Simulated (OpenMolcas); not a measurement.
# CH2FNOSi (SMILES O=C=N[SiH2]F): a chain of runs

Wanted: the energy (HF/ANO-R0), then a single-point energy (CASSCF(2,2)/ANO-R1), then an energy scan (CASPT2(2,2)/ANO-R1), then the energy along one coordinate (SC-NEVPT2(2,2)/ANO-R1), then an energy scan (MC-PDFT[tPBE](2,2)/ANO-R1) of CH2FNOSi. 

Program for the calculation: OpenMolcas 26.06.

## Step 1: The system as given

CH2FNOSi: 7 atoms, total charge 0, spin state singlet. As SMILES, `O=C=N[SiH2]F`. Geometry: relaxed at PBE0-D4/def2-TZVP. This is one conformer, not always the lowest.

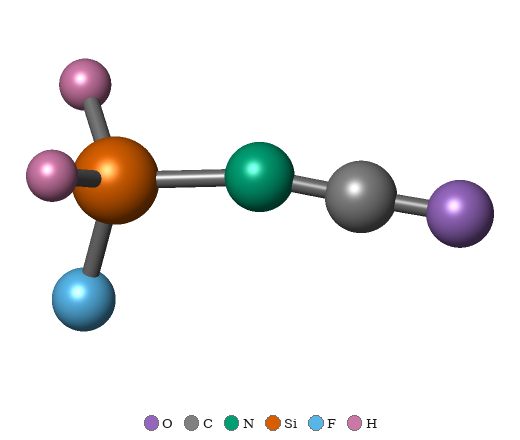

Viewed from a chosen angle; oxygen purple, carbon grey, nitrogen teal, silicon orange, fluorine blue, hydrogen pink.

## Step 2: A single-point energy at HF/ANO-R0 (sfX2C) (run 1)

Input file mol.xyz:

```xyz
7

O     -0.573800    -2.908000    -0.552000
C     -0.306900    -1.816900    -0.256100
N     -0.019000    -0.706200     0.076100
Si     0.212100     0.968300     0.188900
F     -0.420200     1.671000    -1.091000
H     -0.490300     1.470300     1.384800
H      1.659300     1.253600     0.203700
```

Input file step1.inp:

```
* CH2FNOSi Hartree-Fock

&gateway
  coord=mol.xyz
  basis=ANO-R0
  group=NoSym

&seward

&scf
  prorbitals=0

&localisation
  occupied
  freeze
  pipek-mezey

&localisation
  fileorb=$Project.LocOrb
  virtual
  pipek-mezey
```

Command:

```
$ export MOLCAS_MEM=1860
$ pymolcas step1.inp > step1.log
```

Standard output:

```text
--- Start Module: gateway ---
[...]
--- Stop Module: gateway /rc=_RC_ALL_IS_WELL_ ---
[...]
      Basis functions           31
[...]
       Convergence after  13 Iterations
[...]
::    Total SCF energy                               -556.9073810245
[...]
      Total spin, S                                     0.0000000000
[...]
      Total electronic charge=   46.000000
      Total            charge=   -0.000000
[...]
      Dipole Moment (debye):
      Origin of the operator (angstrom)=   -0.1538   -0.1827   -0.2712
                   X= -1.8651E-01               Y=  1.2579E-01               Z= -3.6159E-01           Total=  4.2586E-01
      Quadrupole Moment (debye*angstrom):
[...]
--- Start Module: localisation ---
[...]
--- Stop Module: localisation /rc=_RC_ALL_IS_WELL_ ---
--- Start Module: localisation ---
[...]
--- Stop Module: localisation /rc=_RC_ALL_IS_WELL_ ---
[...]
```

It took 2 s on 1 thread of Intel Xeon 6975P-C (Granite Rapids), shared host; peak memory 0.38 GiB.

## Step 3: A single-point energy at CASSCF(2,2)/ANO-R1 (sfX2C, RICD fitting) (run 2)

mol.xyz is that of step 2.

Input file step2.input:

```
&GATEWAY
 COORD
 mol.xyz
 BASIS
 ANO-R0
 GROUP
 NoSym

&SEWARD

&RASSCF
 FILEORB
 $CurrDir/step1.LocOrb
 ALTER
 2
 1 19 23
 1 24 29
 SPIN
 1
 NACTEL
 2 0 0
 INACTIVE
 22
 RAS2
 2
 ORBLISTING
 Nothing
>>> COPY $Project.RunFile RUNFIL1
>>> COPY $Project.RasOrb INPORB

&GATEWAY
 COORD
 mol.xyz
 BASIS
 ANO-R1
 GROUP
 NoSym
 RICD

&SEWARD
>>> COPY $Project.RunFile RUNFIL2

&EXPBAS

&RASSCF
 FILEORB
 $Project.ExpOrb
 SPIN
 1
 NACTEL
 2 0 0
 INACTIVE
 22
 RAS2
 2
 ORBLISTING
 Nothing
```

Command:

```
$ export MOLCAS_MEM=1860
$ pymolcas step2.input > step2.log
```

Standard output:

```text
--- Start Module: gateway ---
[...]
--- Stop Module: gateway /rc=_RC_ALL_IS_WELL_ ---
[...]
      Basis functions           31
[...]
      Number of active orbitals                  2
[...]
      Spin quantum number                      0.0
[...]
      Active orbitals                            2
[...]
      Number of CSFs                             3
[...]
      Number of root(s) required                 1
[...]
      Convergence after 14 iterations
[...]
      printout of CI-coefficients larger than  0.05 for root  1
      energy=    -556.924478
      conf/sym  11     Coeff  Weight
             1  20   0.99332 0.98668
             3  02  -0.11543 0.01332
      Natural orbitals and occupation numbers for root  1
      sym 1:   1.973353   0.026647
      ************************************************************************************************************************
      *                                                    Final results                                                     *
[...]
::    RASSCF root number  1 Total energy:   -556.92447844
[...]
      Basis functions           84
[...]
--- Start Module: expbas ---
[...]
--- Stop Module: expbas /rc=_RC_ALL_IS_WELL_ ---
--- Start Module: rasscf ---
[...]
      Convergence after 21 iterations
[...]
      Natural orbitals and occupation numbers for root  1
      sym 1:   1.987436   0.012564
      ************************************************************************************************************************
      *                                                    Final results                                                     *
[...]
::    RASSCF root number  1 Total energy:   -557.72828701
[...]
      Total electronic charge=   46.000000
      Total            charge=   -0.000000
[...]
      Dipole Moment (debye):
      Origin of the operator (angstrom)=   -0.1538   -0.1827   -0.2712
                   X=  8.8290E-01               Y=  1.1130E+00               Z=  1.4070E+00           Total=  1.9995E+00
      Quadrupole Moment (debye*angstrom):
[...]
--- Stop Module: rasscf /rc=_RC_ALL_IS_WELL_ ---
[...]
```

Wall time 7.2 s (1 thread of Intel Xeon 6975P-C (Granite Rapids), shared host); peak memory 0.38 GiB.

## Step 4: An energy scan at CASPT2(2,2)/ANO-R1 (sfX2C, RICD fitting, ipea shift 0.25 Eh, pt2 variant SS) (run 3)

Input file step3.inp:

```
>>> COPY $CurrDir/step2.RasOrb $Project.RasOrb
>>> ForEach K in (1, 2, 3, 4, 5, 6, 7, 8, 9)

&GATEWAY
  Coord=$CurrDir/point$K.xyz
  Basis=ANO-R1
  Group=NoSym
  RICD

&SEWARD

&RASSCF
  FileOrb=$Project.RasOrb
  Spin=1
  Nactel=2 0 0
  Inactive=22
  Ras2=2
  OrbListing=Nothing

&CASPT2
  Imaginary=0.2
  Frozen=9
>>> EndDo
```

Command:

```
$ export MOLCAS_MEM=1860
$ pymolcas step3.inp > step3.log
```

Standard output:

```text
[...]
      Basis functions           84
[...]
      Number of active orbitals                  2
[...]
      Spin quantum number                      0.0
[...]
      Active orbitals                            2
[...]
      Number of CSFs                             3
[...]
      Number of root(s) required                 1
[...]
      Convergence after 26 iterations
[...]
      Natural orbitals and occupation numbers for root  1
      sym 1:   1.991005   0.008995
      ************************************************************************************************************************
      *                                                    Final results                                                     *
[...]
::    RASSCF root number  1 Total energy:   -557.70309700
[...]
::    CASPT2 Root  1     Total energy:   -558.43897600
[...]
      Convergence after 17 iterations
[...]
      Natural orbitals and occupation numbers for root  1
      sym 1:   1.987441   0.012559
      ************************************************************************************************************************
      *                                                    Final results                                                     *
[...]
      Convergence after 15 iterations
[...]
      Natural orbitals and occupation numbers for root  1
      sym 1:   1.751667   0.248333
      ************************************************************************************************************************
      *                                                    Final results                                                     *
[...]
      Convergence after 13 iterations
[...]
      Natural orbitals and occupation numbers for root  1
      sym 1:   1.452713   0.547287
      ************************************************************************************************************************
      *                                                    Final results                                                     *
[...]
      Convergence after 10 iterations
[...]
      Natural orbitals and occupation numbers for root  1
      sym 1:   1.181421   0.818579
      ************************************************************************************************************************
      *                                                    Final results                                                     *
[...]
::    RASSCF root number  1 Total energy:   -557.53159438
[...]
::    CASPT2 Root  1     Total energy:   -558.22189267
[...]
      Convergence after  8 iterations
[...]
::    RASSCF root number  1 Total energy:   -557.52989903
[...]
::    CASPT2 Root  1     Total energy:   -558.21891828
[...]
```

Wall time 44 s (1 thread of Intel Xeon 6975P-C (Granite Rapids), shared host); peak memory 0.086 GiB.

The scan, from its lowest point:

| F5–Si4 (Å) | energy (kJ/mol) |
| --- | --- |
| 1.432 | 60.9 |
| 1.591 | 0.0 |
| 1.750 | 39.4 |
| 1.989 | 162.5 |
| 2.307 | 333.4 |
| 2.705 | 493.2 |
| 3.182 | 593.2 |
| 3.819 | 630.9 |
| 4.773 | 638.7 |

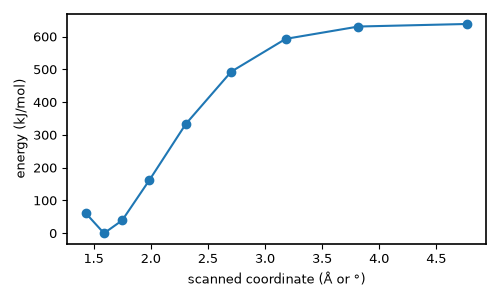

Energy along the scan.

## Step 5: An energy scan at SC-NEVPT2(2,2)/ANO-R1 (sfX2C, RICD fitting, pt2 variant SC-NEVPT2) (run 4)

Input file step4.inp:

```
>>> COPY $CurrDir/step2.RasOrb $Project.RasOrb
>>> ForEach K in (1, 2, 3, 4, 5, 6, 7, 8, 9)
&GATEWAY
COORD=$CurrDir/point$K.xyz
BASIS=ANO-R1
GROUP=NoSym
RICD
&SEWARD
&RASSCF
FILEORB=$Project.RasOrb
SPIN=1
NACTEL=2 0 0
INACTIVE=22
RAS2=2
ORBLISTING=Nothing
&CASPT2
SC-NEVPT2
FROZEN=9
>>> EndDo
```

Command:

```
$ export MOLCAS_MEM=1860
$ pymolcas step4.inp > step4.log
```

Standard output:

```text
[...]
      Basis functions           84
[...]
      Number of active orbitals                  2
[...]
      Spin quantum number                      0.0
[...]
      Active orbitals                            2
[...]
      Number of CSFs                             3
[...]
      Number of root(s) required                 1
[...]
      Convergence after 26 iterations
[...]
      printout of CI-coefficients larger than  0.05 for root  1
      energy=    -557.703097
      conf/sym  11     Coeff  Weight
             1  20   0.99775 0.99550
             3  02  -0.06706 0.00450
      Natural orbitals and occupation numbers for root  1
      sym 1:   1.991005   0.008995
      ************************************************************************************************************************
      *                                                    Final results                                                     *
[...]
::    RASSCF root number  1 Total energy:   -557.70309700
[...]
      E2 (Variational):          -0.7330630357
[...]
::    SC-NEVPT2 Root  1     Total energy:   -558.43606304
[...]
      Convergence after 17 iterations
[...]
      Natural orbitals and occupation numbers for root  1
      sym 1:   1.987441   0.012559
      ************************************************************************************************************************
      *                                                    Final results                                                     *
[...]
      Convergence after 15 iterations
[...]
      Natural orbitals and occupation numbers for root  1
      sym 1:   1.751667   0.248333
      ************************************************************************************************************************
      *                                                    Final results                                                     *
[...]
      Convergence after 13 iterations
[...]
      Natural orbitals and occupation numbers for root  1
      sym 1:   1.452713   0.547287
      ************************************************************************************************************************
      *                                                    Final results                                                     *
[...]
      Convergence after 10 iterations
[...]
::    RASSCF root number  1 Total energy:   -557.53159438
[...]
::    SC-NEVPT2 Root  1     Total energy:   -558.21764785
[...]
      Convergence after  8 iterations
[...]
::    RASSCF root number  1 Total energy:   -557.52989903
[...]
      E2 (Variational):          -0.6849605078
[...]
      Reference weight:           0.82479
[...]
::    SC-NEVPT2 Root  1     Total energy:   -558.21485954
[...]
```

Wall time 42 s (1 thread of Intel Xeon 6975P-C (Granite Rapids), shared host); peak memory 0.086 GiB.

The scan, from its lowest point:

| F5–Si4 (Å) | energy (kJ/mol) |
| --- | --- |
| 1.432 | 66.4 |
| 1.591 | 0.0 |
| 1.750 | 34.5 |
| 1.989 | 153.4 |
| 2.307 | 326.4 |
| 2.705 | 496.6 |
| 3.182 | 602.5 |
| 3.819 | 639.8 |
| 4.773 | 647.2 |

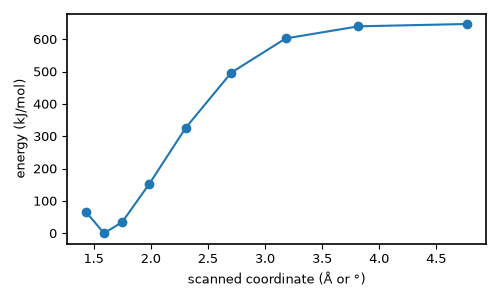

Energy along the scan.

## Step 6: An energy scan at MC-PDFT[tPBE](2,2)/ANO-R1 (sfX2C, RICD fitting) (run 5)

Input file step5.inp:

```
* CH2FNOSi MC-PDFT
>>> EXPORT MOLCAS_PRINT=2
>>> COPY $CurrDir/step2.RasOrb $Project.RasOrb
>>> ForEach K in (1, 2, 3, 4, 5, 6, 7, 8, 9)
&GATEWAY
Coord=$CurrDir/point$K.xyz
Basis=ANO-R1
Group=NoSym
RICD
&SEWARD
&RASSCF
FileOrb=$Project.RasOrb
Spin=1
Nactel=2 0 0
Inactive=22
Ras2=2
OrbListing=Nothing
&MCPDFT
KSDFT=T:PBE
>>> EndDo
```

Command:

```
$ export MOLCAS_MEM=1860
$ pymolcas step5.inp > step5.log
```

Standard output:

```text
--- Start Module: gateway ---
[...]
      Basis functions           84
[...]
      Number of active orbitals                  2
[...]
      Spin quantum number                      0.0
[...]
      Active orbitals                            2
[...]
      Number of CSFs                             3
[...]
      Number of root(s) required                 1
[...]
      Convergence after 26 iterations
[...]
      printout of CI-coefficients larger than  0.05 for root  1
      energy=    -557.703097
      conf/sym  11     Coeff  Weight
             1  20   0.99775 0.99550
             3  02  -0.06706 0.00450
      Natural orbitals and occupation numbers for root  1
      sym 1:   1.991005   0.008995
      ************************************************************************************************************************
      *                                                    Final results                                                     *
[...]
::    RASSCF root number  1 Total energy:   -557.70309700
[...]
::    MCPDFT root number  1 Total energy:   -559.10249040
[...]
      Convergence after 17 iterations
[...]
      Natural orbitals and occupation numbers for root  1
      sym 1:   1.987441   0.012559
      ************************************************************************************************************************
      *                                                    Final results                                                     *
[...]
      Convergence after 15 iterations
[...]
      Natural orbitals and occupation numbers for root  1
      sym 1:   1.751667   0.248333
      ************************************************************************************************************************
      *                                                    Final results                                                     *
[...]
      Convergence after 13 iterations
[...]
      Natural orbitals and occupation numbers for root  1
      sym 1:   1.452713   0.547287
      ************************************************************************************************************************
      *                                                    Final results                                                     *
[...]
      Convergence after 10 iterations
[...]
::    RASSCF root number  1 Total energy:   -557.53159438
[...]
::    MCPDFT root number  1 Total energy:   -558.88655271
[...]
      Convergence after  8 iterations
[...]
::    RASSCF root number  1 Total energy:   -557.52989903
[...]
      Total electronic charge=   46.000000
      Total            charge=   -0.000000
[...]
::    MCPDFT root number  1 Total energy:   -558.88240782
[...]
```

Wall time 45 s (1 thread of Intel Xeon 6975P-C (Granite Rapids), shared host); peak memory 0.087 GiB.

The scan, from its lowest point:

| F5–Si4 (Å) | energy (kJ/mol) |
| --- | --- |
| 1.432 | 69.1 |
| 1.591 | 0.0 |
| 1.750 | 27.2 |
| 1.989 | 131.9 |
| 2.307 | 285.4 |
| 2.705 | 448.4 |
| 3.182 | 579.9 |
| 3.819 | 636.1 |
| 4.773 | 647.0 |

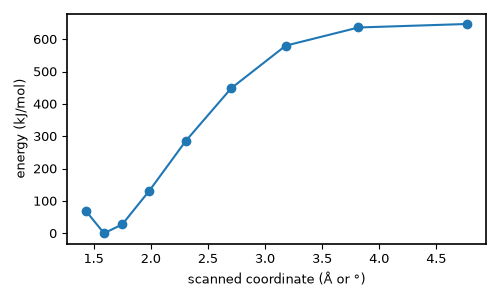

Energy along the scan.

## Step 7: Outcome

| quantity | value |
| --- | --- |
| run 1, HF/ANO-R0: total energy | -556.90738 Eh |
| run 1, HF/ANO-R0: dipole moment | 0.43 D |
| run 1, HF/ANO-R0: HOMO energy | -11.16 eV |
| run 1, HF/ANO-R0: LUMO energy | 3.21 eV |
| run 1, HF/ANO-R0: HOMO–LUMO gap | 14.36 eV |
| run 2, CASSCF(2,2)/ANO-R1: total energy | -557.72829 Eh |
| run 2, CASSCF(2,2)/ANO-R1: dipole moment (CASSCF density) | 2.00 D |
| run 3, CASPT2(2,2)/ANO-R1: lowest energy of the scan | -558.46217 Eh |
| run 4, SC-NEVPT2(2,2)/ANO-R1: lowest energy of the scan | -558.46135 Eh |
| run 5, MC-PDFT[tPBE](2,2)/ANO-R1: lowest energy of the scan | -559.12882 Eh |

**Reading.** Mulliken charges (run 1, HF/ANO-R0) run from -0.43 on N3 to +0.85 on Si4; they depend strongly on the basis.
